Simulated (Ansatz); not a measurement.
A series of calculations on SiH$_{2}$OBrF

Part 1: Relaxation

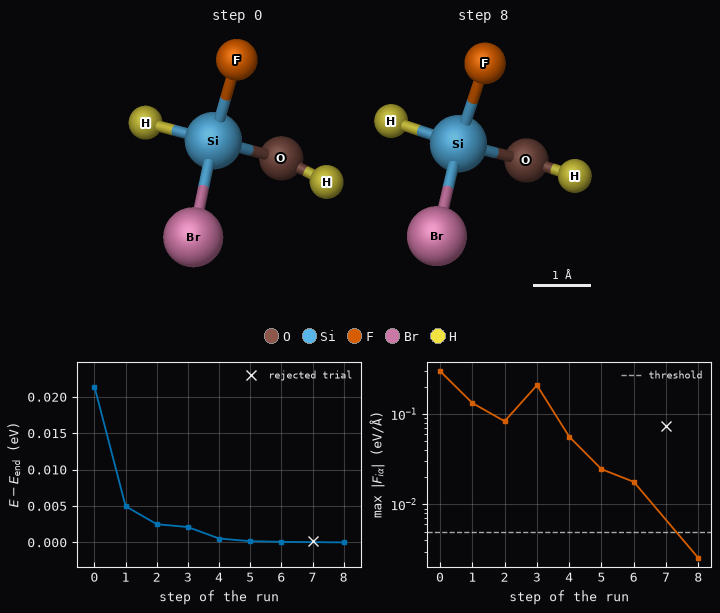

First and last geometry of a constrained relaxation of SiH$_{2}$OBrF, with the history of the run. A ball-and-stick model, seen at a tilt.

These are results of RKS PBE0-D4/def2-TZVP (Ansatz), not measurements. Settings: held fixed: the distance between atoms 2 (Si) and 3 (F), counting from 1; force threshold 0.005 eV/Å; at most 200 steps.

Question: Did the run converge, and what did it change?

Answer: It converged. An H atom moves most after the best rigid fit: 0.11 Å. Largest moves by element: H 0.11 Å, F 0.08 Å, Si 0.06 Å, Br 0.06 Å, O 0.04 Å. Near-neighbour distances that change, for instance: Br–Si 2.205 → 2.186 Å, O–Si 1.618 → 1.611 Å. Among the angles between lasting bonds that change: O–Si–Br 111.2° → 113.6°, O–Si–F 111.1° → 108.8°. After 7 accepted moves (8 points after the start) the energy has fallen by 0.021 eV. Largest force component: 0.3 eV/Å at the start, 0.0025 eV/Å at the end. The line search rejected the trial step at point 7 of the run. The run took roughly 90 core-seconds on a shared host.

```tsv
step	E − E(0), eV	largest force component, eV/Å	note
0	0.0000	0.3013	
1	-0.0164	0.1333	
2	-0.0189	0.0837	
3	-0.0193	0.2099	
4	-0.0209	0.0565	
5	-0.0212	0.0246	
6	-0.0213	0.0178	
7	-0.0212	0.0748	rejected
8	-0.0214	0.0025
```

Part 2: Relaxation

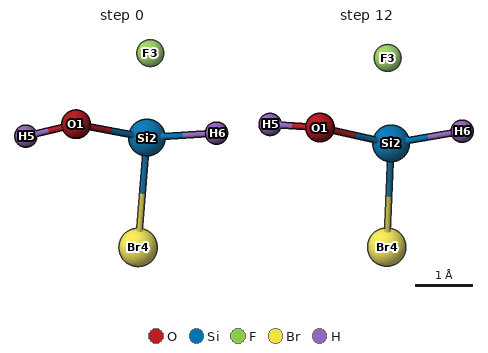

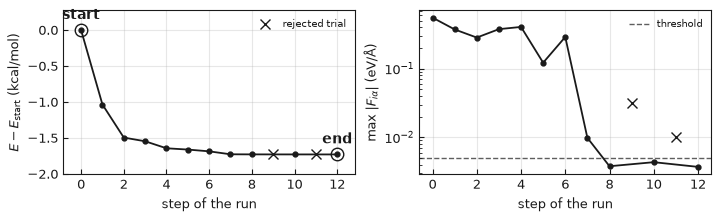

First and last geometry of a constrained relaxation of SiH₂OBrF, with the history of the run. The picture is a ball-and-stick view, seen at a tilt.

These are results of Ansatz, RKS PBE0-D4/def2-TZVP, not measurements.

The input:
```yaml
crystal:
  periodic: [false, false, false]
  atoms:
    - {symbol: O, position_ang: [0.710328, 1.060870, -0.339843]}
    - {symbol: Si, position_ang: [0.093820, -0.338710, 0.188069]}
    - {symbol: F, position_ang: [0.276238, -1.870648, -1.296440]}
    - {symbol: Br, position_ang: [-2.060206, -0.148653, 0.621869]}
    - {symbol: H, position_ang: [0.230164, 1.577987, -0.988915]}
    - {symbol: H, position_ang: [0.838907, -0.741555, 1.384537]}
basis:
  gaussian: {orbitals: def2-TZVP}
hamiltonian: {xc: pbe0, dispersion: d4}
relax: {f_tol: 0.005, max_steps: 200, constraints: [{distance: [1, 2]}]}
```

What do the curves and the structures tell?

Answer. It converged. Over 10 accepted moves (12 points after the start) the energy falls by 1.73 kcal/mol. Largest force component: 0.55 eV/Å at the start, 0.0037 eV/Å at the end. The line search rejected the trial steps at points 9, 11 of the run. The forces were under the threshold at step 8, but the run went on from there. The atom that moves furthest after the best rigid fit is H5 (0.22 Å). Largest moves by element: H 0.22 Å, F 0.16 Å, Si 0.12 Å, Br 0.10 Å, O 0.06 Å. Some distances before and after: Si2–Br4 2.205 → 2.169 Å, O1–Si2 1.618 → 1.604 Å. Bond angles that change, for instance: O1–Si2–Br4 111.2° → 115.9°, Br4–Si2–H6 111.1° → 114.6°, O1–Si2–H6 108.1° → 111.0°. The run took of the order of 2 core-minutes on a shared host.

```json
{"step": "0", "E − E(0), kcal/mol": "0.00", "largest force component, eV/Å": "0.5527", "note": ""}
{"step": "1", "E − E(0), kcal/mol": "-1.03", "largest force component, eV/Å": "0.3720", "note": ""}
{"step": "2", "E − E(0), kcal/mol": "-1.49", "largest force component, eV/Å": "0.2833", "note": ""}
{"step": "3", "E − E(0), kcal/mol": "-1.55", "largest force component, eV/Å": "0.3757", "note": ""}
{"step": "4", "E − E(0), kcal/mol": "-1.64", "largest force component, eV/Å": "0.4047", "note": ""}
{"step": "5", "E − E(0), kcal/mol": "-1.66", "largest force component, eV/Å": "0.1220", "note": ""}
{"step": "6", "E − E(0), kcal/mol": "-1.69", "largest force component, eV/Å": "0.2890", "note": ""}
{"step": "7", "E − E(0), kcal/mol": "-1.73", "largest force component, eV/Å": "0.0098", "note": ""}
{"step": "8", "E − E(0), kcal/mol": "-1.73", "largest force component, eV/Å": "0.0038", "note": ""}
{"step": "9", "E − E(0), kcal/mol": "-1.73", "largest force component, eV/Å": "0.0314", "note": "rejected"}
{"step": "10", "E − E(0), kcal/mol": "-1.73", "largest force component, eV/Å": "0.0043", "note": ""}
{"step": "11", "E − E(0), kcal/mol": "-1.73", "largest force component, eV/Å": "0.0100", "note": "rejected"}
{"step": "12", "E − E(0), kcal/mol": "-1.73", "largest force component, eV/Å": "0.0037", "note": ""}
```

Part 3: Scan

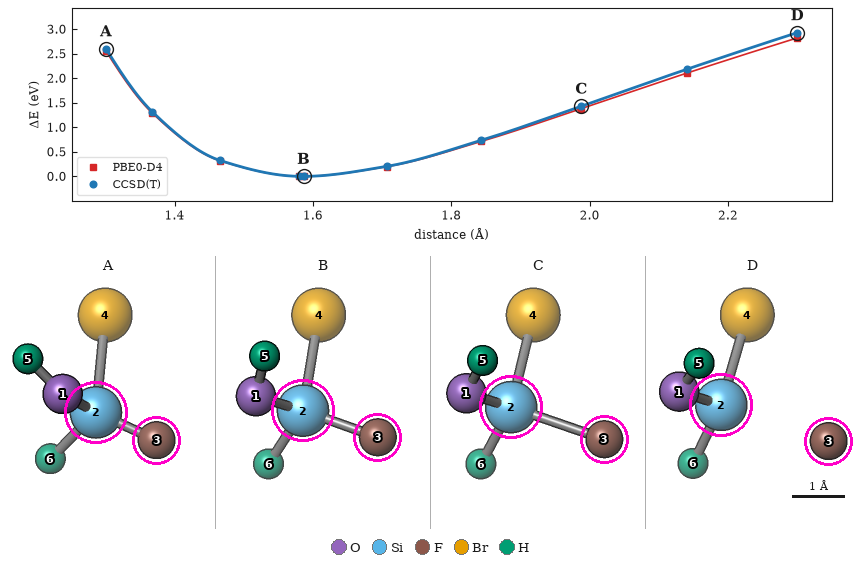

SiH$_{2}$OBrF: the Si2–F3 distance is varied, with all other coordinates relaxed. The lettered frames are marked on the plot, at the values of CCSD(T). Style: ball-and-stick. Shown from a free direction. The ringed atoms are those of the scanned coordinate.

Computed with Ansatz: CCSD(T), PBE0-D4, basis def2-TZVPP, on geometries relaxed under the constraint at PBE0-D4/def2-TZVP. Coupled cluster with a frozen core. Energies are counted from the PBE0-D4/def2-TZVP minimum geometry at the same level.

> What does the scan show?

With CCSD(T): of the computed points the lowest is at the distance 1.586 Å, 0.000 eV. The curvature at the lowest point is about 36 eV/Å² (5.8 mdyn/Å). The well is steeper on the short side, as for any bond. At 2.300 Å the levels give PBE0-D4 2.821 eV, CCSD(T) 2.928 eV.

Part 4: Scan

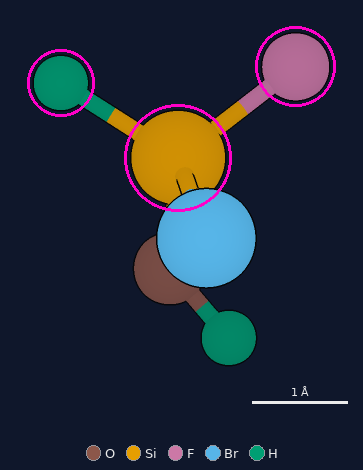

SiH$_{2}$OBrF: the F3–Si2–H6 angle is varied, with the rest of the molecule carried along rigidly. The picture shows the minimum geometry. The ringed atoms are those of the scanned coordinate. A ball-and-stick model, seen onto the plane of the angle.

Computed with Ansatz: PBE0-D4, r2SCAN-D4, basis def2-TZVPP, on geometries moved rigidly from the minimum at PBE0-D4/def2-TZVP. Energies are counted from the PBE0-D4/def2-TZVP minimum geometry at the same level.

The input:
```yaml
crystal:
  periodic: [false, false, false]
  atoms:
    - {symbol: O, position_ang: [0.710328, 1.060870, -0.339843]}
    - {symbol: Si, position_ang: [0.093820, -0.338710, 0.188069]}
    - {symbol: F, position_ang: [0.228988, -1.473840, -0.911917]}
    - {symbol: Br, position_ang: [-2.060206, -0.148653, 0.621869]}
    - {symbol: H, position_ang: [0.230164, 1.577987, -0.988915]}
    - {symbol: H, position_ang: [0.838907, -0.741555, 1.384537]}
basis:
  gaussian: {orbitals: def2-TZVPP}
hamiltonian: {xc: pbe0, dispersion: d4}
```

What energies does the calculation give (the angle: 79.0, 86.5, 94.0, 101.5, 109.0, 116.5, 124.0, 131.5, 139.0°)?

Energies in kJ/mol.

| angle (°) | PBE0-D4 | r2SCAN-D4 |
| --- | --- | --- |
| 79.0 | 95.4 | 95.3 |
| 86.5 | 51.0 | 50.8 |
| 94.0 | 21.7 | 21.5 |
| 101.5 | 5.2 | 5.1 |
| 109.0 | 0.0 | 0.0 |
| 116.5 | 5.1 | 5.3 |
| 124.0 | 20.3 | 20.7 |
| 131.5 | 45.6 | 46.2 |
| 139.0 | 81.6 | 82.5 |

With PBE0-D4: of the computed points the lowest is at the angle 109.0°, 0.0 kJ/mol. The curvature at the lowest point is about 6.4 eV/rad². At 79.0° the levels give r2SCAN-D4 95.3 kJ/mol, PBE0-D4 95.4 kJ/mol.

The computed profile:

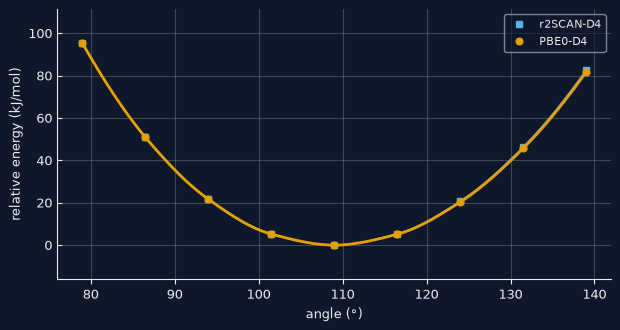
